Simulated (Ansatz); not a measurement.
# RPA@PBE0/def2-SVP run of B2NH2OF (SMILES OB1NB1F)

What is the energy change on altering one bond length of B2NH2OF at RPA@PBE0/def2-SVP? 

The calculation is run with Ansatz 0.2.0.

127 further runs of the same task are left out: 127 set aside as unsound or not needed.

### 1 The molecule

B2NH2OF: 7 atoms, total charge 0, spin state singlet. SMILES: `OB1NB1F`. The coordinates come from a PBE0-D4/def2-TZVP relaxation. This is one conformer, not always the lowest.

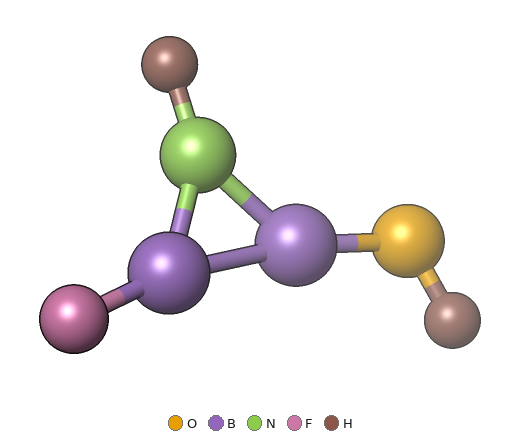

Viewed from a chosen angle; oxygen amber, boron purple, nitrogen green, fluorine pink, hydrogen brown.

### 2 A single-point energy at RPA@PBE0/def2-SVP

Input file molecule.yaml:

```yaml
crystal:
  periodic: [false, false, false]
  atoms:
    - {symbol: O, position_ang: [-1.276700, 0.176400, 1.308100]}
    - {symbol: B, position_ang: [-0.379000, 0.150200, 0.304200]}
    - {symbol: N, position_ang: [0.632200, -0.768200, -0.094800]}
    - {symbol: B, position_ang: [0.587000, 0.339700, -0.954100]}
    - {symbol: F, position_ang: [1.250000, 0.724100, -2.025300]}
    - {symbol: H, position_ang: [-1.829400, 0.960200, 1.293400]}
    - {symbol: H, position_ang: [1.077200, -1.650400, 0.122900]}
basis:
  gaussian:
    orbitals: def2-SVP
hamiltonian:
  xc: {name: PBE0}
correlation:
  method: rpa
  frozen_orbitals: {B: 1, F: 1, H: 0, "N": 1, O: 1}
accuracy: high
```

Run with:

```console
ansatz run molecule.yaml --threads 1 --pin off --max-ram 3480MiB --events-out events.jsonl --progress --plain --runs-dir runs
```

Output:

```text
Warning: RAYON_NUM_THREADS=1 ignored (pool sized by the plan → 1); use --threads N
Functional definition: PBE0
  name "PBE0"
  parameter a = 0.25
  parameter kappa = 0.804
  parameter beta = 0.06672455060314922
  exchange = (1 - a)*pbe_x(kappa = kappa, mu = beta*pi^2/3) + a*exact_x
  correlation = pbe_c(beta = beta)
1780 factors; integrals over basis functions are off by at most 3.2e-9 eV
mean field evaluation 1: about -7621.1756 eV, gradient 6.0e1 eV
mean field evaluation 2: about -7621.3869 eV, gradient 6.0e1 eV
mean field evaluation 4: about -7627.8572 eV, gradient 9.7e0 eV
mean field evaluation 8: about -7628.0759 eV, gradient 1.3e0 eV
mean field evaluation 16: about -7628.0791 eV, gradient 8.3e-5 eV
mean field -7628.07910508 eV, -280.3267366139 hartree, gradient 2.8e-8 eV, S^2 0.000000; 0 other end points of the search recorded, 0 dependent functions left out
5 core orbitals not correlated: weight in the atoms' cores, before any rotation towards them, 1.000 or more for the frozen orbitals, at most 0.000 for the correlated occupied ones
reference -7596.52584295 eV, -279.1671756181 hartree; 13, 13 occupied and 62, 62 virtual orbitals, 1780 factors
Total energy: -7622.25416040 eV, -280.1126738453 hartree
```

It took 8.7 s on 1 thread of Arm Neoverse V2, shared host; peak memory 0.27 GiB.

### 3 The distorted shape at the same level

Input file molecule.yaml:

```yaml
crystal:
  periodic: [false, false, false]
  atoms:
    - {symbol: O, position_ang: [-0.613464, -0.764154, 1.325740]}
    - {symbol: B, position_ang: [0.284236, -0.790354, 0.321840]}
    - {symbol: "N", position_ang: [1.295436, -1.708754, -0.077160]}
    - {symbol: B, position_ang: [1.250236, -0.600854, -0.936460]}
    - {symbol: F, position_ang: [1.913236, -0.216454, -2.007660]}
    - {symbol: H, position_ang: [-1.829400, 0.960200, 1.293400]}
    - {symbol: H, position_ang: [1.740436, -2.590954, 0.140540]}
basis:
  gaussian: {orbitals: def2-SVP}
correlation: {method: rpa, frozen_orbitals: {B: 1, F: 1, H: 0, "N": 1, O: 1}}
hamiltonian: {xc: {name: PBE0}}
accuracy: high
```

Run with:

```console
ansatz run molecule.yaml --threads 1 --pin off --max-ram 3480MiB --events-out events.jsonl --progress --plain --runs-dir runs
```

Output (excerpt; [...] marks lines left out):

```text
Warning: RAYON_NUM_THREADS=1 ignored (pool sized by the plan → 1); use --threads N
[... 2 set-up lines as earlier in the session ...]
[...]
1773 factors; integrals over basis functions are off by at most 3.4e-9 eV
[...]
mean field -7622.85457279 eV, -280.1347385935 hartree, gradient 7.7e-8 eV, S^2 0.000000; 0 other end points of the search recorded, 0 dependent functions left out; unrestricted orbitals would lower it
[...]
unrestricted determinant -7593.41365044 eV, -279.0528046529 hartree, S^2 0.9612
5 core orbitals not correlated: weight in the atoms' cores, before any rotation towards them, 1.000 or more for the frozen orbitals, at most 0.000 for the correlated occupied ones
reference -7589.56941727 eV, -278.9115316897 hartree; 13, 13 occupied and 62, 62 virtual orbitals, 1773 factors
Total energy: -7617.28559417 eV, -279.9300824040 hartree
```

Wall time 12 s (1 thread of Arm Neoverse V2, shared host); peak memory 0.29 GiB.

### 4 Outcome

At RPA@PBE0/def2-SVP, 5 core orbitals frozen:

| quantity | value |
| --- | --- |
| first shape: total energy | -280.11267 Eh |
| first shape: RPA correlation energy (valence) | -945.5 mEh |
| distorted shape: total energy | -279.93008 Eh |
| distorted shape: RPA correlation energy (valence) | -1018.6 mEh |
| energy change with the O1–H6 bond stretched from 0.959 to 2.110 Å | 4.969 eV |

What this shows: With the O1–H6 bond stretched from 0.959 to 2.110 Å the energy rises by 4.97 eV (115 kcal/mol). The first shape isn't relaxed at this level, so the change isn't measured from a minimum. The restricted solution (distorted shape) is unstable to spin breaking: an unrestricted one lies lower.
